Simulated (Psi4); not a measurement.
# InF3 (SMILES [F][In]([F])[F]): M06-L/def2-SVPD (core potential)

Aim: the vertical electron affinity of InF3 at M06-L/def2-SVPD (core potential), from 2 runs. 

The calculation is run with Psi4 1.11.

5 further runs of the same task are left out: 3 that didn't finish, 2 set aside as unsound or not needed.

## (1) Starting point

InF3: 4 atoms, total charge 0, spin state singlet. SMILES: `[F][In]([F])[F]`. The shape is that of a PBE0-D4/def2-TZVP optimisation.

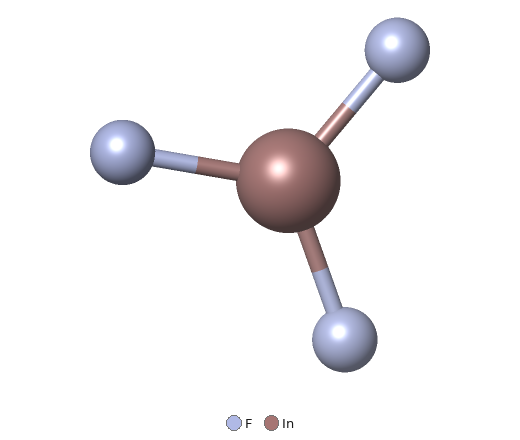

Viewed from a chosen angle; fluorine light blue, indium brown.

## (2) Energy and forces at M06-L/def2-SVPD (core potential)

The input, f3in.inp:

```
memory 1600 mb

molecule {
  0 1
  F
  In 1 1.91833
  F 2 1.918333 1 120.00177
  F 2 1.918329 1 119.98929 3 -179.99862
  symmetry c1
  no_reorient
  no_com
}

set basis def2-SVPD
set puream true
set e_convergence 1e-09
set d_convergence 1e-08
set scf_type pk
set dft_radial_points 99
set dft_spherical_points 590

E, wfn = gradient("m06-l", return_wfn=True)
oeprop(wfn, "LOWDIN_CHARGES", "DIPOLE", "QUADRUPOLE", title="M06-L")
print_variables()
```

Run with:

```
psi4 -i f3in.inp -o f3in.out -n 1
```

f3in.out:

```text
[...]
    !!!  WARNING: ECP capability is in beta. Please check occupations closely.  !!!
[...]
  Running in c1 symmetry.
[...]
  Nuclear repulsion =  195.109733837552568
[...]
  Multiplicity = 1
[...]
  Nalpha       = 24
  Nbeta        = 24
[...]
    Number of basis functions: 101
[...]
   @RKS iter   1:  -489.37747440885215   -1.14980e+00   8.48138e-03 ADIIS/DIIS
[...]
   @RKS iter  12:  -489.62508517497173   -7.38964e-13   5.41986e-10 DIIS
[...]
    Orbital Energies [Eh]
    ---------------------
    Doubly Occupied:
       1A    -24.492012     2A    -24.491980     3A    -24.491936
       4A     -4.662780     5A     -3.090274     6A     -3.074432
       7A     -3.074401     8A     -1.115156     9A     -1.111485
      10A     -1.111459    11A     -0.792417    12A     -0.792340
      13A     -0.792325    14A     -0.777784    15A     -0.777780
      16A     -0.455644    17A     -0.397471    18A     -0.397459
      19A     -0.377058    20A     -0.360875    21A     -0.360837
      22A     -0.359764    23A     -0.354898    24A     -0.354885
[...]
  @RKS Final Energy:  -489.62508517497173
   => Energetics <=
    Nuclear Repulsion Energy =            195.1097338375525680
    One-Electron Energy =               -1142.2524778928432170
    Two-Electron Energy =                 505.8556150117239554
    DFT Exchange-Correlation Energy =     -48.3379561314050008
    Empirical Dispersion Energy =           0.0000000000000000
    VV10 Nonlocal Energy =                  0.0000000000000000
    Total Energy =                       -489.6250851749717299
[...]
  -Total Gradient:
     Atom            X                  Y                   Z
    ------   -----------------  -----------------  -----------------
       1       -0.000000272518     0.000095221017     0.016992041783
       2        0.000000400832    -0.000125697087     0.000112213081
       3       -0.000000282955     0.014778651949    -0.008455005151
       4        0.000000082285    -0.014701901580    -0.008606264168
[...]
 Multipole Moments:
 ------------------------------------------------------------------------------------
     Multipole            Electronic (a.u.)      Nuclear  (a.u.)        Total (a.u.)
 ------------------------------------------------------------------------------------
 L = 1.  Multiply by 2.5417464519 to convert [e a0] to [Debye]
 Dipole X            :          0.0003156           -0.0002794            0.0000362
 Dipole Y            :         -0.0014469            0.0014344           -0.0000125
 Dipole Z            :          0.0022784           -0.0018032            0.0004753
 Magnitude           :                                                    0.0004768
 L = 2.  Multiply by 1.3450342976 to convert [e a0^2] to [Debye ang]
 Quadrupole XX       :        -23.4302880            0.0000000          -23.4302880
 Quadrupole XY       :          0.0022514           -0.0021369            0.0001144
[...]
```

Wall time 44 s (1 thread of Intel Xeon at 2.70GHz, shared host); peak memory 0.75 GiB.

## (3) The doublet anion at the same level

The input, calc.in:

```
memory 1600 MB

molecule {
  -1 2
  F     -1.305700    -0.375500     1.339800
  In     0.013900    -0.015100    -0.005100
  F      1.768100    -0.777100     0.143700
  F     -0.421000     1.107400    -1.498700
  units angstrom
  symmetry c1
}

set basis def2-SVPD
set reference uks
set puream true
set e_convergence 1e-09
set d_convergence 1e-08
set scf_type pk
set dft_radial_points 99
set dft_spherical_points 590
set maxiter 200

e, wfn = gradient("m06-l", return_wfn=True)
oeprop(wfn, "MAYER_INDICES", "LOWDIN_CHARGES", "MULLIKEN_CHARGES", title="M06-L")
print_variables()
```

Run with:

```
psi4 -i calc.in -o calc.out -n 1
```

calc.out, shortened:

```text
[...]
  Running in c1 symmetry.
[...]
  Nuclear repulsion =  195.109742762932797
[...]
  Multiplicity = 2
[...]
  Nalpha       = 25
  Nbeta        = 24
[...]
    Number of basis functions: 101
[...]
   @UKS iter   1:  -489.27436395538427   -1.05587e+00   1.00166e-02 ADIIS/DIIS
[...]
   @UKS iter  15:  -489.66374366643169   -3.46745e-12   4.25790e-09 DIIS
[...]
   @S^2 Observed:                7.516444788E-01
[...]
  @UKS Final Energy:  -489.66374366643169
   => Energetics <=
    Nuclear Repulsion Energy =            195.1097427629327967
    One-Electron Energy =               -1154.2287329916835006
    Two-Electron Energy =                 518.0558146074718024
    DFT Exchange-Correlation Energy =     -48.6005680451527624
    Empirical Dispersion Energy =           0.0000000000000000
    VV10 Nonlocal Energy =                  0.0000000000000000
    Total Energy =                       -489.6637436664316851
[...]
 Multipole Moments:
 ------------------------------------------------------------------------------------
     Multipole            Electronic (a.u.)      Nuclear  (a.u.)        Total (a.u.)
 ------------------------------------------------------------------------------------
 L = 1.  Multiply by 2.5417464519 to convert [e a0] to [Debye]
 Dipole X            :         -0.0001777           -0.0020948           -0.0022725
 Dipole Y            :         -0.0060180            0.0006983           -0.0053198
 Dipole Z            :          0.0090497            0.0006983            0.0097479
 Magnitude           :                                                    0.0113352
[...]
  -Total Gradient:
     Atom            X                  Y                   Z
    ------   -----------------  -----------------  -----------------
       1        0.046126946386     0.012587985102    -0.046997605982
       2       -0.000403716874     0.000358802735    -0.000312416761
       3       -0.061290418917     0.026811988450    -0.005494467500
       4        0.015584878686    -0.039742389891     0.052768584403
[...]
  Mulliken Charges: (a.u.)
   Center  Symbol    Alpha    Beta     Spin     Total
       1     F     4.74905  4.82397 -0.07492 -0.57301
       2    IN    10.77241  9.52321  1.24920  0.70438
       3     F     4.74337  4.82596 -0.08259 -0.56933
       4     F     4.73517  4.82687 -0.09169 -0.56204
   Total alpha = 25.00000, Total beta = 24.00000, Total charge = -1.00000
[...]
```

Wall time 59 s (1 thread of Intel Xeon at 2.70GHz, shared host); peak memory 0.76 GiB.

## (4) Results

Level: M06-L/def2-SVPD (core potential).

| quantity | value |
| --- | --- |
| singlet InF3: total energy | -489.62509 Eh |
| singlet InF3: dipole moment | 0.00 D |
| singlet InF3: HOMO energy | -9.66 eV |
| singlet InF3: LUMO energy | -4.05 eV |
| singlet InF3: HOMO–LUMO gap | 5.61 eV |
| singlet InF3: largest force on an atom | 0.876 eV/Å |
| doublet anion: total energy | -489.66374 Eh |
| doublet anion: HOMO energy (highest over α and β) | 1.67 eV |
| doublet anion: LUMO energy (lowest over α and β) | 2.10 eV |
| doublet anion: ⟨S²⟩ | 0.752 |
| doublet anion: largest force on an atom | 3.490 eV/Å |
| vertical electron affinity (to the doublet anion) | 1.052 eV |

What this shows: At fixed nuclei the extra electron is bound by 1.05 eV (101 kJ/mol). The largest force (singlet InF3) is 0.88 eV/Å: the shape isn't a stationary point for this species at this level. Mulliken charges (doublet anion) run from -0.57 on F1 to +0.70 on In2; in a basis this large or diffuse they mean little. The HOMO (doublet anion) lies at positive energy, 1.67 eV, as semi-local functionals often give for anions; only total energies tell whether the electron is bound.
